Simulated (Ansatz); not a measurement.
**Geometry relaxation of C2H5GeNO (part 1 of 2)**

- system: C2H5GeNO
- method: RKS PBE0-D4/def2-TZVP (Ansatz 0.2.0)

The geometry: PBE-D4/def2-SVP start. Figures and captions count atoms from 1; the log counts them from 0 in places.

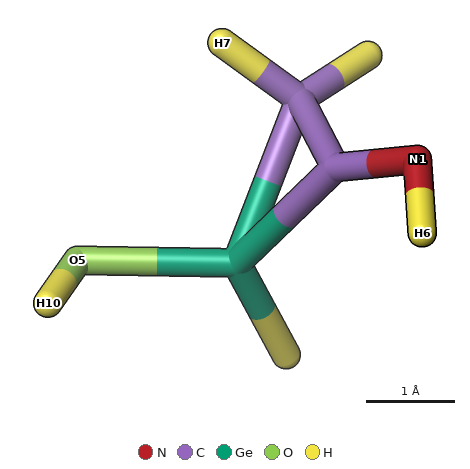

The starting structure (stick view, seen at a tilt; atoms are numbered from 1 in the order of the input). Sticks mark near contacts.

Key numbers:

- outcome: converged
- total energy: −62197.8132 eV
- mean-field energy: −62197.6421 eV
- dispersion energy: −0.1711 eV
- SCF solution under orbital rotations: stable
- largest force (length of the vector) at the end: 0.003 eV/Å
- dipole moment: 0.75 D
- hardware: 4 threads of Arm Neoverse V2, 23 GiB of memory available, shared host
- wall time: 75 s (CPU time 4.7 min)
- peak memory: 0.6 GiB

Input file:
```yaml
crystal:
  periodic: [false, false, false]
  atoms:
    - {symbol: N, position_ang: [-1.077946, -0.719453, 1.900958]}
    - {symbol: C, position_ang: [-0.380987, -0.390094, 0.896828]}
    - {symbol: C, position_ang: [0.596913, -1.092338, 0.021010]}
    - {symbol: Ge, position_ang: [-0.197833, 0.512895, -0.871120]}
    - {symbol: O, position_ang: [1.098505, 1.710347, -1.273199]}
    - {symbol: H, position_ang: [-1.775661, 0.004477, 2.143129]}
    - {symbol: H, position_ang: [1.648685, -0.807831, 0.232496]}
    - {symbol: H, position_ang: [0.474530, -2.175795, -0.171486]}
    - {symbol: H, position_ang: [-1.205957, 0.346073, -2.039364]}
    - {symbol: H, position_ang: [0.902850, 2.560617, -0.836152]}
basis:
  gaussian: {orbitals: def2-TZVP}
hamiltonian: {xc: pbe0, dispersion: d4}
relax: {f_tol: 0.005, max_steps: 150}
```

Command:
```bash
ansatz run in.yaml --threads 4 --pin off --events-out ev --progress --plain --max-ram 10444MiB
```

Output:
```
Functional definition: PBE0
  name "PBE0"
  cite "Adamo & Barone, J. Chem. Phys. 110, 6158 (1999) doi:10.1063/1.478522"
  cite "Perdew, Burke & Ernzerhof, Phys. Rev. Lett. 77, 3865 (1996) doi:10.1103/PhysRevLett.77.3865"
  parent pbe
  parameter a = 0.25
  parameter kappa = 0.804
  parameter beta = 0.06672455060314922
  exchange = (1 - a)*pbe_x(kappa = kappa, mu = beta*pi^2/3) + a*exact_x
  correlation = pbe_c(beta = beta)
1287 factors; their error is unknown
mean field evaluation 1: about -62183.8117 eV, gradient 8.2e1 eV
mean field evaluation 2: about -62150.3844 eV, gradient 1.4e2 eV
mean field evaluation 4: about -62196.6983 eV, gradient 1.7e1 eV
mean field evaluation 8: about -62197.2722 eV, gradient 2.9e-1 eV
mean field evaluation 16: about -62197.5442 eV, gradient 6.0e-3 eV
mean field -62197.54419295 eV, -2285.7175900811 hartree, gradient 2.4e-5 eV, S^2 0.000000; 0 other end points of the search recorded, 0 dependent functions left out
the calculation of the forces begins
reference -62197.54422199 eV, -2285.7175911484 hartree; 32, 32 occupied and 170, 170 virtual orbitals, 1287 factors
relax step   1: F+E_penalty+E_count = -62197.71368295 eV  Δ(F+E_penalty+E_count) = +0.000e0 eV  max|allowed force component| = 7.756e-1 eV/Å  Δτ_max = 0.0000 Å  (33 SCF iters, accepted)
these checks for a lower state are left out or cut short: starts, cluster_reference, orbital_swaps, neighbouring_geometries, increment
1287 factors; their error is unknown
mean field -62197.60306258 eV, -2285.7197535002 hartree, gradient 2.2e-5 eV, S^2 0.000000; 0 other end points of the search recorded, 0 dependent functions left out
[... from here on the field's lines of each further geometry are left out, up to the last ...]
relax step   2: F+E_penalty+E_count = -62197.77359742 eV  Δ(F+E_penalty+E_count) = -5.991e-2 eV  max|allowed force component| = 3.708e-1 eV/Å  Δτ_max = 0.0567 Å  (34 SCF iters, accepted)
relax step   3: F+E_penalty+E_count = -62197.78483038 eV  Δ(F+E_penalty+E_count) = -1.123e-2 eV  max|allowed force component| = 1.366e-1 eV/Å  Δτ_max = 0.0340 Å  (35 SCF iters, accepted)
relax step   4: F+E_penalty+E_count = -62197.78718862 eV  Δ(F+E_penalty+E_count) = -2.358e-3 eV  max|allowed force component| = 1.082e-1 eV/Å  Δτ_max = 0.0206 Å  (35 SCF iters, accepted)
relax step   5: F+E_penalty+E_count = -62197.78889341 eV  Δ(F+E_penalty+E_count) = -1.705e-3 eV  max|allowed force component| = 1.211e-1 eV/Å  Δτ_max = 0.0173 Å  (34 SCF iters, accepted)
relax step   6: F+E_penalty+E_count = -62197.78473231 eV  Δ(F+E_penalty+E_count) = +4.161e-3 eV  max|allowed force component| = 2.807e-1 eV/Å  Δτ_max = 0.0653 Å  (34 SCF iters, rejected (line search))
relax step   7: F+E_penalty+E_count = -62197.79103165 eV  Δ(F+E_penalty+E_count) = -2.138e-3 eV  max|allowed force component| = 8.068e-2 eV/Å  Δτ_max = 0.0317 Å  (34 SCF iters, accepted)
relax step   8: F+E_penalty+E_count = -62197.79228581 eV  Δ(F+E_penalty+E_count) = -1.254e-3 eV  max|allowed force component| = 5.748e-2 eV/Å  Δτ_max = 0.0377 Å  (35 SCF iters, accepted)
relax step   9: F+E_penalty+E_count = -62197.79300302 eV  Δ(F+E_penalty+E_count) = -7.172e-4 eV  max|allowed force component| = 2.244e-1 eV/Å  Δτ_max = 0.0634 Å  (34 SCF iters, accepted)
relax step  10: F+E_penalty+E_count = -62197.79429732 eV  Δ(F+E_penalty+E_count) = -1.294e-3 eV  max|allowed force component| = 1.512e-1 eV/Å  Δτ_max = 0.0238 Å  (35 SCF iters, accepted)
relax step  11: F+E_penalty+E_count = -62197.79589168 eV  Δ(F+E_penalty+E_count) = -1.594e-3 eV  max|allowed force component| = 1.873e-1 eV/Å  Δτ_max = 0.0639 Å  (34 SCF iters, accepted)
relax step  12: F+E_penalty+E_count = -62197.79532784 eV  Δ(F+E_penalty+E_count) = +5.638e-4 eV  max|allowed force component| = 5.036e-1 eV/Å  Δτ_max = 0.0862 Å  (34 SCF iters, rejected (line search))
relax step  13: F+E_penalty+E_count = -62197.79843454 eV  Δ(F+E_penalty+E_count) = -2.543e-3 eV  max|allowed force component| = 1.039e-1 eV/Å  Δτ_max = 0.0431 Å  (35 SCF iters, accepted)
relax step  14: F+E_penalty+E_count = -62197.80068384 eV  Δ(F+E_penalty+E_count) = -2.249e-3 eV  max|allowed force component| = 1.317e-1 eV/Å  Δτ_max = 0.1000 Å  (33 SCF iters, accepted)
relax step  15: F+E_penalty+E_count = -62197.80576828 eV  Δ(F+E_penalty+E_count) = -5.084e-3 eV  max|allowed force component| = 1.234e-1 eV/Å  Δτ_max = 0.1500 Å  (40 SCF iters, accepted)
relax step  16: F+E_penalty+E_count = -62197.73000143 eV  Δ(F+E_penalty+E_count) = +7.577e-2 eV  max|allowed force component| = 7.035e-1 eV/Å  Δτ_max = 0.2000 Å  (40 SCF iters, rejected (line search))
relax step  17: F+E_penalty+E_count = -62197.80551891 eV  Δ(F+E_penalty+E_count) = +2.494e-4 eV  max|allowed force component| = 2.585e-1 eV/Å  Δτ_max = 0.1000 Å  (33 SCF iters, rejected (line search))
relax step  18: F+E_penalty+E_count = -62197.80954273 eV  Δ(F+E_penalty+E_count) = -3.774e-3 eV  max|allowed force component| = 3.904e-1 eV/Å  Δτ_max = 0.0488 Å  (34 SCF iters, accepted)
relax step  19: F+E_penalty+E_count = -62197.78082898 eV  Δ(F+E_penalty+E_count) = +2.871e-2 eV  max|allowed force component| = 1.283e0 eV/Å  Δτ_max = 0.0973 Å  (36 SCF iters, rejected (line search))
relax step  20: F+E_penalty+E_count = -62197.81233394 eV  Δ(F+E_penalty+E_count) = -2.791e-3 eV  max|allowed force component| = 9.853e-2 eV/Å  Δτ_max = 0.0486 Å  (34 SCF iters, accepted)
relax step  21: F+E_penalty+E_count = -62197.81238258 eV  Δ(F+E_penalty+E_count) = -4.864e-5 eV  max|allowed force component| = 8.788e-2 eV/Å  Δτ_max = 0.0500 Å  (34 SCF iters, accepted)
relax step  22: F+E_penalty+E_count = -62197.81306715 eV  Δ(F+E_penalty+E_count) = -6.846e-4 eV  max|allowed force component| = 6.140e-2 eV/Å  Δτ_max = 0.0192 Å  (34 SCF iters, accepted)
relax step  23: F+E_penalty+E_count = -62197.81306953 eV  Δ(F+E_penalty+E_count) = -2.383e-6 eV  max|allowed force component| = 5.818e-2 eV/Å  Δτ_max = 0.0022 Å  (36 SCF iters, accepted)
relax step  24: F+E_penalty+E_count = -62197.81303922 eV  Δ(F+E_penalty+E_count) = +3.032e-5 eV  max|allowed force component| = 2.136e-2 eV/Å  Δτ_max = 0.0076 Å  (36 SCF iters, rejected (line search))
relax step  25: F+E_penalty+E_count = -62197.81317677 eV  Δ(F+E_penalty+E_count) = -1.072e-4 eV  max|allowed force component| = 7.504e-3 eV/Å  Δτ_max = 0.0037 Å  (36 SCF iters, accepted)
relax step  26: F+E_penalty+E_count = -62197.81319294 eV  Δ(F+E_penalty+E_count) = -1.617e-5 eV  max|allowed force component| = 4.382e-3 eV/Å  Δτ_max = 0.0044 Å  (36 SCF iters, accepted)
the calculation of the forces begins
reference -62197.64214791 eV, -2285.7211898595 hartree; 32, 32 occupied and 170, 170 virtual orbitals, 1287 factors
relax step  27: F+E_penalty+E_count = -62197.81320653 eV  Δ(F+E_penalty+E_count) = -1.359e-5 eV  max|allowed force component| = 2.647e-3 eV/Å  Δτ_max = 0.0078 Å  (36 SCF iters, accepted)
1287 factors; their error is unknown
mean field evaluation 224: about -62197.6421 eV, gradient 4.5e-2 eV
```

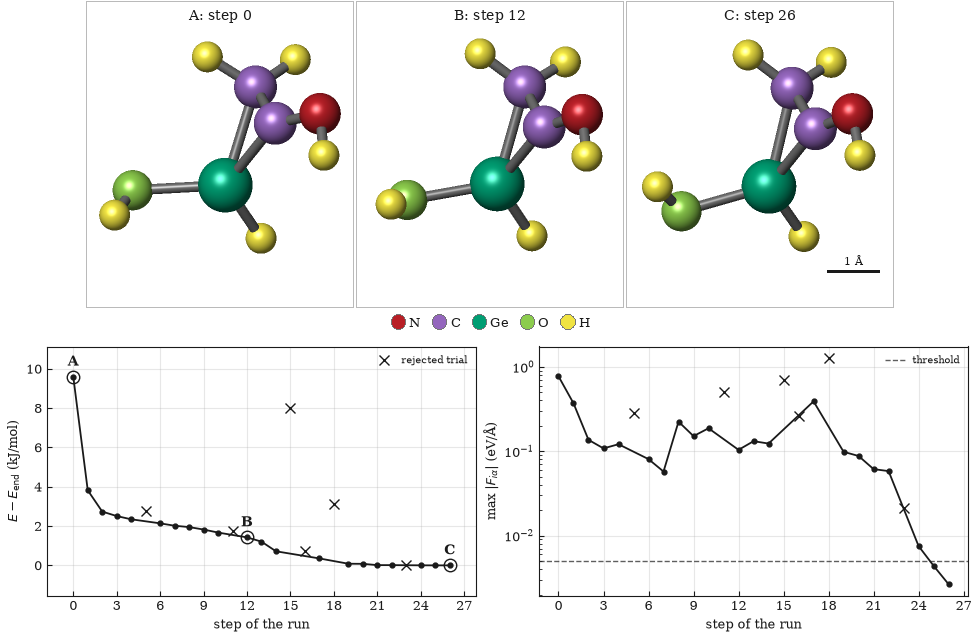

Frames of the relaxation (ball-and-stick view, seen at a tilt) above the curves, on which the letters mark them (the first geometry is step 0 here and step 1 in the log).

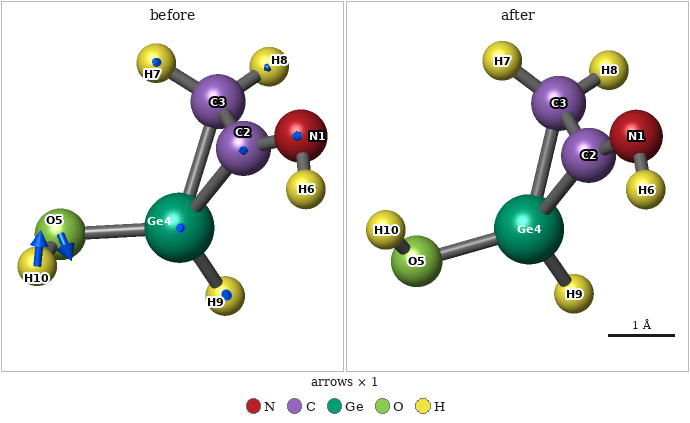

Before (left) and after (right) the relaxation, at one scale (ball-and-stick view, seen at a tilt). The blue arrows give the displacements, at true length. The atom that moves furthest after the best rigid fit is H10 (0.56 Å). By element the largest moves are H 0.56 Å, O 0.46 Å, N 0.15 Å, Ge 0.13 Å, C 0.12 Å. Among the contacts that change: C2–Ge4 1.994 → 1.946 Å, Ge4–O5 1.810 → 1.775 Å, C3–Ge4 2.001 → 1.967 Å, Ge4–H9 1.552 → 1.525 Å. Among the angles that change: Ge4–C3–H7 104.8° → 114.0°, C3–Ge4–O5 110.2° → 118.8°, N1–C2–Ge4 150.7° → 158.0°. The energy falls by 9.60 kJ/mol in 26 geometry steps. The largest force component goes from 0.78 to 0.0026 eV/Å. The line search rejected the trial steps at points 5, 11, 15, 16, 18, 23 (counted from 0) and went back. (Atoms are counted from 1 in the order of the input.)

```
mean field -62197.64211899 eV, -2285.7211887967 hartree, gradient 1.6e-5 eV, S^2 0.000000; 1 other end points of the search recorded, 0 dependent functions left out
the calculation of the forces begins
reference -62197.64214791 eV, -2285.7211898596 hartree; 32, 32 occupied and 170, 170 virtual orbitals, 1287 factors
Total energy: -62197.81323545 eV, -2285.7274772108 hartree
Atom 0 at    -0.985775    -0.603276     1.901101 Å, force     0.000972     0.001198     0.001273 eV/Å
Atom 1 at    -0.444232    -0.344429     0.801399 Å, force    -0.000618    -0.001541    -0.001400 eV/Å
Atom 2 at     0.630895    -1.033772     0.004881 Å, force    -0.000181     0.001412     0.002647 eV/Å
Atom 3 at    -0.240662     0.435476    -0.969927 Å, force    -0.000510    -0.000178     0.000327 eV/Å
Atom 4 at     0.688502     1.911592    -1.301704 Å, force     0.000947     0.001233     0.000342 eV/Å
Atom 5 at    -1.729207     0.060387     2.119492 Å, force     0.000559    -0.000912    -0.001337 eV/Å
Atom 6 at     1.641980    -0.801644     0.344988 Å, force     0.000129    -0.000036    -0.000185 eV/Å
Atom 7 at     0.503135    -2.094656    -0.206800 Å, force    -0.000842    -0.000304    -0.000935 eV/Å
Atom 8 at    -1.189907     0.225026    -2.144880 Å, force    -0.000054    -0.000252    -0.000211 eV/Å
Atom 9 at     1.208370     2.194193    -0.545451 Å, force    -0.000402    -0.000619    -0.000520 eV/Å
Dipole moment:     0.015930     0.133557    -0.078941 e Å
```

Trajectory as extended XYZ (Å, eV, eV/Å), 27 frames, from step=1 to step=27:
```
10
Properties=species:S:1:pos:R:3:forces:R:3 step=1 energy=-62197.71368
N    -1.0779   -0.7195    1.9010    0.2708   0.7254  -0.7756
C    -0.3810   -0.3901    0.8968   -0.4317  -0.1918   0.3488
C     0.5969   -1.0923    0.0210    0.1900  -0.0830   0.0312
Ge   -0.1978    0.5129   -0.8711    0.4269  -0.2388   0.0304
O     1.0985    1.7103   -1.2732   -0.7339   0.2555   0.5716
H    -1.7757    0.0045    2.1431    0.4192  -0.4232  -0.1641
H     1.6487   -0.8078    0.2325   -0.5496  -0.1302  -0.0603
H     0.4745   -2.1758   -0.1715    0.0288   0.6101   0.1091
H    -1.2060    0.3461   -2.0394    0.1643   0.0955   0.2658
H     0.9029    2.5606   -0.8362    0.2153  -0.6196  -0.3570
10
Properties=species:S:1:pos:R:3:forces:R:3 step=2 energy=-62197.77360
N    -1.0579   -0.6891    1.8770    0.0063   0.1504  -0.0633
C    -0.3692   -0.3844    0.8755   -0.1928   0.1355  -0.1513
C     0.6028   -1.1036    0.0173    0.1330  -0.0050   0.0041
Ge   -0.1817    0.4813   -0.8864    0.2938  -0.0530   0.1237
O     1.0719    1.7156   -1.2468   -0.3708  -0.0663   0.2083
H    -1.7477    0.0326    2.1027    0.1403  -0.1446  -0.0288
H     1.6415   -0.8304    0.2416   -0.1509  -0.0504  -0.0360
H     0.4688   -2.1747   -0.1577    0.0045   0.1826  -0.0019
H    -1.2096    0.3570   -2.0208    0.0386   0.0200   0.0582
H     0.8642    2.5446   -0.7994    0.0980  -0.1692  -0.1130
10
Properties=species:S:1:pos:R:3:forces:R:3 step=3 energy=-62197.78483
N    -1.0548   -0.6810    1.8673    0.0187  -0.0866   0.1366
C    -0.3791   -0.3769    0.8607   -0.0271   0.1298  -0.0592
C     0.6075   -1.0934    0.0171    0.0122  -0.0552  -0.0409
Ge   -0.1821    0.4691   -0.8861    0.0899  -0.0226  -0.0663
O     1.0578    1.6955   -1.2435   -0.0775   0.0052   0.0407
H    -1.7411    0.0337    2.0986   -0.0559   0.0249   0.0057
H     1.6375   -0.8166    0.2469    0.0315  -0.0010   0.0118
H     0.4783   -2.1566   -0.1669   -0.0148  -0.0406  -0.0052
H    -1.2157    0.3581   -2.0084   -0.0223  -0.0054  -0.0170
H     0.8748    2.5170   -0.7826    0.0454   0.0515  -0.0062
10
Properties=species:S:1:pos:R:3:forces:R:3 step=4 energy=-62197.78719
N    -1.0423   -0.6680    1.8724    0.0094  -0.1016   0.0563
C    -0.3741   -0.3709    0.8571   -0.1082   0.0938  -0.0402
C     0.6068   -1.1007    0.0151    0.0810   0.0001  -0.0045
Ge   -0.1727    0.4612   -0.8948   -0.0064  -0.0133  -0.0333
O     1.0480    1.7084   -1.2359   -0.0119  -0.0110  -0.0052
H    -1.7410    0.0388    2.0925   -0.0033   0.0491   0.0267
H     1.6393   -0.8330    0.2444    0.0433  -0.0184   0.0150
H     0.4669   -2.1636   -0.1638   -0.0151  -0.0293  -0.0123
H    -1.2097    0.3513   -2.0149   -0.0069  -0.0012  -0.0139
H     0.8618    2.5255   -0.7690    0.0180   0.0318   0.0113
10
Properties=species:S:1:pos:R:3:forces:R:3 step=5 energy=-62197.78889
N    -1.0388   -0.6632    1.8720    0.0589  -0.0289   0.0155
C    -0.3776   -0.3679    0.8498   -0.1211   0.0380   0.0088
C     0.6080   -1.1042    0.0132    0.0563   0.0216  -0.0016
Ge   -0.1685    0.4544   -0.9060   -0.0190  -0.0058   0.0129
O     1.0379    1.7183   -1.2323    0.0168  -0.0022  -0.0287
H    -1.7304    0.0493    2.1007   -0.0003   0.0091  -0.0102
H     1.6414   -0.8444    0.2512    0.0112  -0.0202   0.0121
H     0.4618   -2.1671   -0.1645   -0.0095  -0.0078  -0.0183
H    -1.2055    0.3443   -2.0272    0.0092  -0.0001  -0.0032
H     0.8550    2.5296   -0.7537   -0.0024  -0.0037   0.0126
10
Properties=species:S:1:pos:R:3:forces:R:3 step=6 energy=-62197.78473 accepted=F
N    -1.0079   -0.6609    1.8787   -0.2703   0.0364   0.2807
C    -0.3994   -0.3577    0.8327    0.1844  -0.1114  -0.1122
C     0.6079   -1.0891    0.0135   -0.0356  -0.0308  -0.1292
Ge   -0.1700    0.4535   -0.9192    0.0854   0.0163  -0.0983
O     1.0207    1.7292   -1.2573   -0.0134  -0.0810  -0.0447
H    -1.7143    0.0336    2.1167   -0.0392   0.0251   0.0707
H     1.6292   -0.8638    0.3124    0.1421   0.0440  -0.0394
H     0.4492   -2.1450   -0.1917   -0.0291  -0.0233   0.0191
H    -1.1976    0.3317   -2.0447   -0.0117  -0.0194  -0.0291
H     0.8654    2.5174   -0.7380   -0.0126   0.1441   0.0824
10
Properties=species:S:1:pos:R:3:forces:R:3 step=7 energy=-62197.79103
N    -1.0202   -0.6546    1.8813   -0.0194   0.0616  -0.0115
C    -0.3908   -0.3609    0.8385   -0.0023  -0.0807   0.0349
C     0.6091   -1.0994    0.0114    0.0099   0.0205  -0.0185
Ge   -0.1665    0.4483   -0.9206   -0.0066   0.0016  -0.0013
O     1.0203    1.7313   -1.2434    0.0027   0.0304   0.0011
H    -1.7202    0.0502    2.1136    0.0129  -0.0101   0.0040
H     1.6405   -0.8613    0.2781    0.0034  -0.0041  -0.0083
H     0.4507   -2.1590   -0.1798   -0.0086   0.0148   0.0025
H    -1.1959    0.3297   -2.0477    0.0129  -0.0060  -0.0025
H     0.8561    2.5245   -0.7283   -0.0049  -0.0279  -0.0004
```
